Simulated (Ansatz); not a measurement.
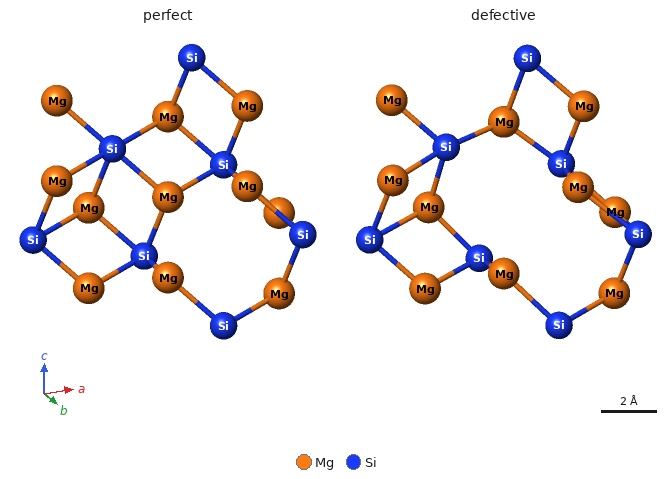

Left: perfect Mg$_{2}$Si. Right: the same region with one point defect, after relaxing the atoms in a supercell of 96 sites. A ball-and-stick model of the atoms within 6.0 Å of one point, in a slice 3.4 Å thick across the line of sight, seen from a free direction.

Method: DFT, PBEsol, PAW, plane waves in Ansatz 0.2.0. Settings: plane-wave cutoff 420 eV; k-point mesh 1 × 1 × 1; mesh shifted by (0.25, 0.25, 0.25); collinear spin. Fermi-Dirac smearing of 0.01 eV. A uniform background neutralises the charged cell. The axes drawn are those of the host's conventional cell.

Q: What kind of defect was made?

A: A magnesium atom is taken out (a vacancy).

The charge state of the cell is +1.

Q: How does the lattice respond?

A: Around the empty Mg site the host had 4 Si at 2.74 Å, 6 Mg at 3.16 Å; after relaxation the nearest atoms are 4 Si at 2.83 to 2.85 Å, 6 Mg at 2.95 to 3.00 Å. Of the host's atoms, a magnesium atom moves furthest from its site, by 0.20 Å. The cell's net moment is 0.47 μB.

Limits of the set-up: the cell is charged, on a uniform background, and energies carry no finite-size correction.
